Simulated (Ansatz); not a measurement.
# Convergence study of zone-centre phonons against the mesh for C (P6/mmm, 2 atoms in the cell)

```
CELL_PARAMETERS angstrom
      2.48037     0.00000     0.00000
     -1.24019     2.14806     0.00000
      0.00000     0.00000    20.09828
ATOMIC_POSITIONS crystal
  C  0.66667 0.33333 0.00000
  C  0.33333 0.66667 0.00000
```

Method: LDA (PW92), default PAW files made with PBE (plane waves; Ansatz, an electronic-structure program).

Base settings: basis.ecutwfc = 420 eV; kpoints.mp_grid.grid = 15 15 2; hamiltonian.xc = lda; hamiltonian.pseudopotentials = {kind: paw} (the program's default PAW files); scf.occupations.method = fermi_dirac; scf.occupations.width = 0.1 eV.

In this ladder: phonons.method = dfpt.

Frequencies are those of the unrelaxed cell, without the LO-TO term of polar crystals.

Only quantities that move along the ladder and can be compared are tabulated.

Core times come from one kind of shared machine, to one figure; runs under 30 s give none.

The starting cell comes from a database of computed structures (which also holds hypothetical and non-ambient phases and stackings), without a prior relaxation at this level. Its lattice was rescaled by up to half a per cent.

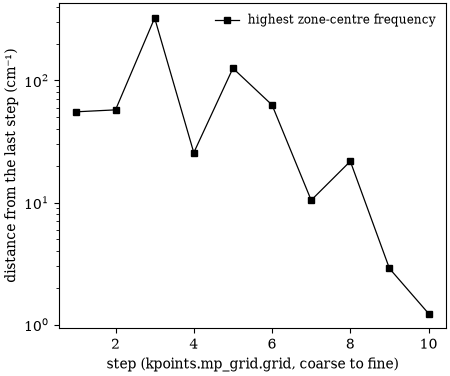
Figure: Distance from the last step along the ladder; very small values are drawn at a floor.

```csv
kpoints.mp_grid.grid,highest zone-centre frequency (cm⁻¹),core time / last (rough)
4 4 1,1570.2,–
5 5 1,1572.3,–
6 6 1,1189.7,–
8 8 1,1540.5,–
9 9 1,1388.8,–
12 12 2,1451.8,–
14 14 2,1525.3,–
18 18 2,1493.1,–
22 22 3,1517.7,0.3
28 28 3,1516.1,0.4
35 35 4,1514.9,1
```

State of the highest zone-centre frequency at the end of the ladder: still drifting one way, by 2.9 cm⁻¹ over the last two steps, so the last step is no safe reference.

Keys are those of Ansatz 0.2.
